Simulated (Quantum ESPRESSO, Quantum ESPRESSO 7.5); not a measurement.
## Na(100): thickness series by an ASE script

Aim: how the work function and the surface energy of Na(100) settle with the number of layers.

Main program and level: Quantum ESPRESSO 7.5; plane-wave DFT, PBE, GBRV ultrasoft pseudopotentials.

Experimental background.

“Anisotropic work function of elemental crystals” (2019, arxiv:1902.07811) quotes from earlier work for Na (polycrystalline sample, no single face): work function, loosely compared (polycrystalline sample, no single face) 2.75 eV.

Most raw output is cut from this account.

## (1) The structure

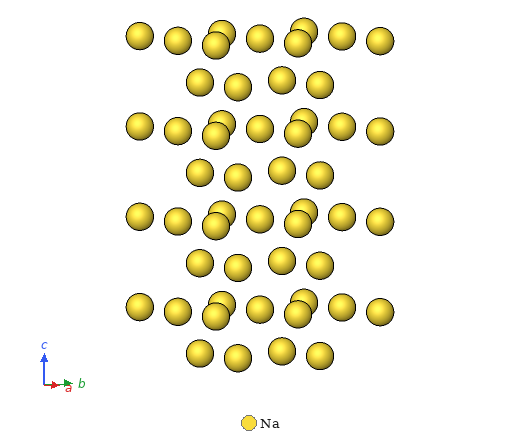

Start, viewed from the side, with the c axis up; sodium yellow. 2×2×1 cells are drawn. Some periodic images of atoms are drawn too.

The cell holds 8 atoms: 8 Na. Cell: a = 4.230 Å, b = 4.230 Å, c = 29.805 Å, α = 90.0°, β = 90.0°, γ = 90.0°. It derives from Na. Vacuum lies along c.

Coordinates:

```
CELL_PARAMETERS angstrom
4.23000 0.00000 0.00000
0.00000 4.23000 0.00000
0.00000 0.00000 29.80500
ATOMIC_POSITIONS crystal
Na 0.50000 0.50000 0.25164
Na 0.00000 0.00000 0.32260
Na 0.50000 0.50000 0.39356
Na 0.00000 0.00000 0.46452
Na 0.50000 0.50000 0.53548
Na 0.00000 0.00000 0.60644
Na 0.50000 0.50000 0.67740
Na 0.00000 0.00000 0.74836
```

## (2) The script

ASE writes the inputs, starts pw.x and reads the results. Under ESM bc1 the zero of energy of a symmetric slab is the vacuum, so the work function is minus the Fermi level.

run.py

```python
import json
import numpy as np
from ase.build import bcc100
from ase.calculators.espresso import Espresso, EspressoProfile

profile = EspressoProfile(command='mpirun -n 4 pw.x -nk 4', pseudo_dir='../pseudo')
pseudopotentials = {'Na': 'na_pbe_v1.5.uspp.F.UPF'}
system = {'ecutwfc': 40, 'ecutrho': 200, 'occupations': 'smearing', 'smearing': 'mv', 'degauss': 0.02}


def calculator(name, kpts, **extra):
    data = dict(control=dict(tprnfor=True, verbosity='high', disk_io='none'),
                system=system | extra,
                electrons=dict(conv_thr=1e-07, mixing_beta=0.4, mixing_mode='local-TF',
                               electron_maxstep=100))
    return Espresso(profile=profile, directory=name, pseudopotentials=pseudopotentials, kpts=kpts, input_data=data)


def centre(atoms):
    z = atoms.positions[:, 2]
    atoms.positions[:, 2] -= (z.max() + z.min()) / 2  # ESM wants the slab about z = 0
    return atoms


rows = []
for n in [3, 4, 5, 6, 7, 8]:
    slab = centre(bcc100('Na', size=(1, 1, n), a=4.23, vacuum=7.5, periodic=True))
    slab.set_initial_magnetic_moments([0.0] * n)
    slab.calc = calculator(f'n{n}', (8, 8, 1), assume_isolated='esm', esm_bc='bc1')
    energy = slab.get_potential_energy()
    work = -slab.calc.get_fermi_level()
    force = slab.get_forces()[-1, 2]
    rows.append([n, energy, work, force])
    print(f'{n} layers: E = {energy:.5f} eV, work function {work:.3f} eV, force on the top atom {force:+.3f} eV/A')

n, energy = np.array(rows)[:, :2].T
slope, offset = np.polyfit(n[1:], energy[1:], 1)
area = np.linalg.norm(np.cross(*slab.cell[:2]))
gamma = offset / (2 * area) * 16.0218
print(f'bulk energy from the slope {slope:.5f} eV an atom; unrelaxed surface energy {gamma:.3f} J/m^2')
json.dump(dict(rows=rows, slope=slope, gamma=gamma), open('result.json', 'w'))
```

Command:

```bash
OMP_NUM_THREADS=1 python run.py
```

The job ended after 6.6 min (4 MPI ranks of Arm Neoverse V2, shared host; peak memory 1.3 GiB).

Numbers from this step:

- surface energy: 0.2188 J/m²
- work function of the thickest slab: 2.641 eV

Table of work function by layers:

| layers | work function (eV) |
| --- | --- |
| 3.00 | 2.62 |
| 4.00 | 2.71 |
| 5.00 | 2.57 |
| 6.00 | 2.68 |
| 7.00 | 2.64 |
| 8.00 | 2.64 |

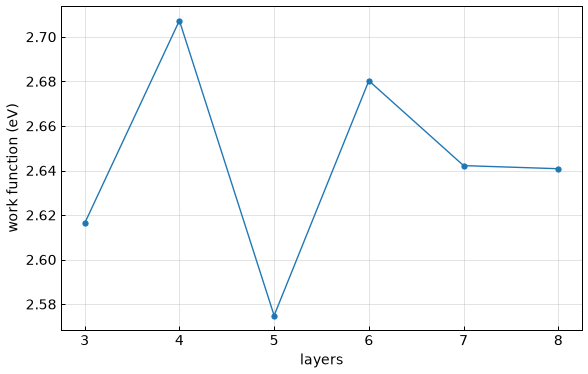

Work function against layers.

The force on the top atom along the normal by layers:

| layers | force on the top atom along the normal (eV/Å) |
| --- | --- |
| 3.00 | -0.0349 |
| 4.00 | -0.0194 |
| 5.00 | -0.0212 |
| 6.00 | -0.0105 |
| 7.00 | -0.0148 |
| 8.00 | -0.00989 |

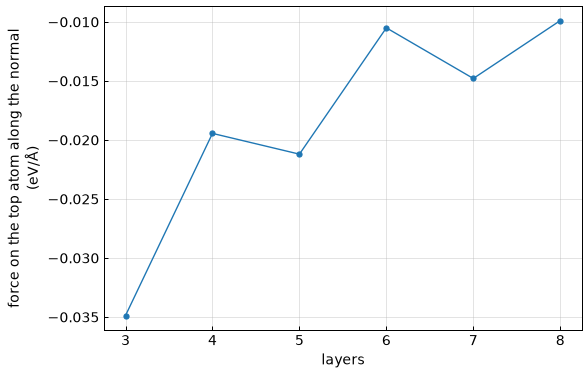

Force on the top atom along the normal against layers.

The energy less the bulk line's slope by layers:

| layers | energy less the bulk line's slope (meV) |
| --- | --- |
| 3.00 | 479 |
| 4.00 | 484 |
| 5.00 | 498 |
| 6.00 | 482 |
| 7.00 | 495 |
| 8.00 | 485 |

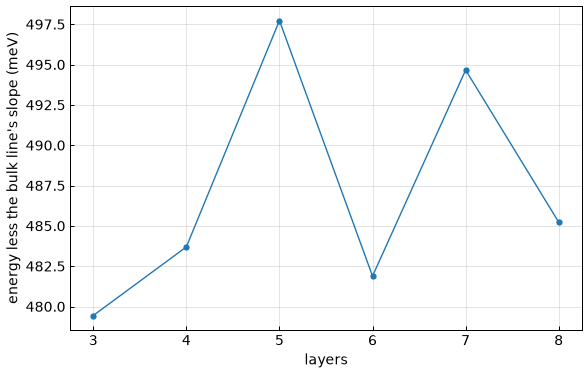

Energy less the bulk line's slope against layers.

## (3) The script: PBEsol, GBRV ultrasoft

Level of this step: plane-wave DFT, PBEsol, GBRV ultrasoft pseudopotentials (Quantum ESPRESSO 7.5).

run.py is the input of step 2 with these lines changed:

```diff
@@ -6,3 +6,3 @@
 profile = EspressoProfile(command='mpirun -n 4 pw.x -nk 4', pseudo_dir='../pseudo')
-pseudopotentials = {'Na': 'na_pbe_v1.5.uspp.F.UPF'}
+pseudopotentials = {'Na': 'na_pbesol_v1.5.uspp.F.UPF'}
 system = {'ecutwfc': 40, 'ecutrho': 200, 'occupations': 'smearing', 'smearing': 'mv', 'degauss': 0.02}
```

Command:

```bash
OMP_NUM_THREADS=1 python run.py
```

The job ended after 6.4 min (4 MPI ranks; peak memory 1.3 GiB; 26 min of CPU time).

Read from the output:

- surface energy: 0.2390 J/m²
- work function of the thickest slab: 2.654 eV

Work function against layers:

| layers | work function (eV) |
| --- | --- |
| 3.00 | 2.62 |
| 4.00 | 2.72 |
| 5.00 | 2.59 |
| 6.00 | 2.69 |
| 7.00 | 2.66 |
| 8.00 | 2.65 |

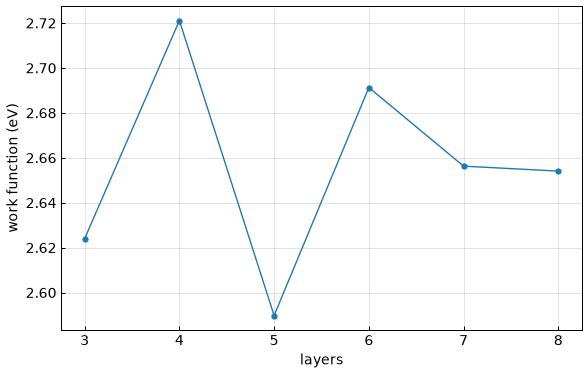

Work function against layers.

Table of force on the top atom along the normal by layers:

| layers | force on the top atom along the normal (eV/Å) |
| --- | --- |
| 3.00 | -0.0495 |
| 4.00 | -0.0353 |
| 5.00 | -0.0245 |
| 6.00 | -0.0155 |
| 7.00 | -0.0286 |
| 8.00 | -0.0286 |

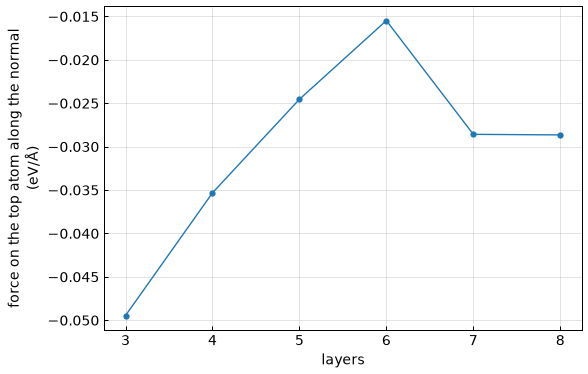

Force on the top atom along the normal against layers.

Table of energy less the bulk line's slope by layers:

| layers | energy less the bulk line's slope (meV) |
| --- | --- |
| 3.00 | 525 |
| 4.00 | 529 |
| 5.00 | 543 |
| 6.00 | 527 |
| 7.00 | 540 |
| 8.00 | 531 |

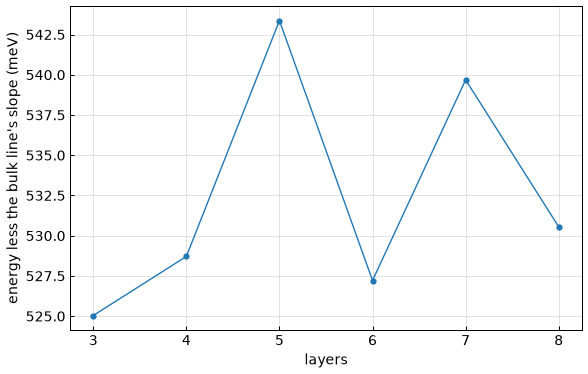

Energy less the bulk line's slope, plotted against layers.

## (4) A check by hand

γ = (E_N − N e_bulk)/(2A). The excess of the thickest slab is 0.485 eV and A = 17.893 Å²: 0.485/(2 × 17.893) × 16.02 = 0.22 J/m² (1 eV/Å² = 16.02 J/m²); the fit's intercept gives 0.22.

## (5) What came out

| Item | Value |
| --- | --- |
| work function of the thickest slab, PBE, GBRV ultrasoft | 2.64 eV |
| unrelaxed surface energy, PBE, GBRV ultrasoft | 0.22 J/m² |
| work function of the thickest slab, PBEsol, GBRV ultrasoft | 2.65 eV |
| unrelaxed surface energy, PBEsol, GBRV ultrasoft | 0.24 J/m² |

**Reading.** The thickest slab gives a work function of 2.64 eV and the series an unrelaxed surface energy of 0.22 J/m² (PBE, GBRV ultrasoft). The work function swings by 0.13 eV over 3 to 8 layers and by 0.00 eV over the last step; confined states crossing the Fermi level and the finite mesh both contribute. From 6 layers on it stays within 0.1 eV. The top atom feels almost no force. The slabs are cut from the bulk at the tabulated lattice constant and not relaxed; the surface energy comes from a straight line through the energies of all but the thinnest slab.

Computed beside measured:

| quantity | measured | PBE, GBRV | PBEsol, GBRV |
| --- | --- | --- | --- |
| work function, loosely compared (polycrystalline sample, no single face) (eV) | 2.75 | 2.64 (-0.11 eV) | 2.65 (-0.10 eV) |

Measured values from arxiv:1902.07811 (2019).

Verdict: A polycrystal averages over faces, so this is a loose comparison.

[Logs are printed without paths, hosts, clocks, repeated set-up lines and the standing remarks that a program may print on its own settings, such as how far it seeks lower states.]

[Hosts, paths, dates, database ids (printed as entryN), source tags and the programs' standing remarks are cut or masked in the printed files.]

[Maps of the electrostatic potential energy from Ansatz leave out the sawtooth potential of an applied field or a dipole correction, so their vacuum need not be flat; planar profiles and work functions include it.]
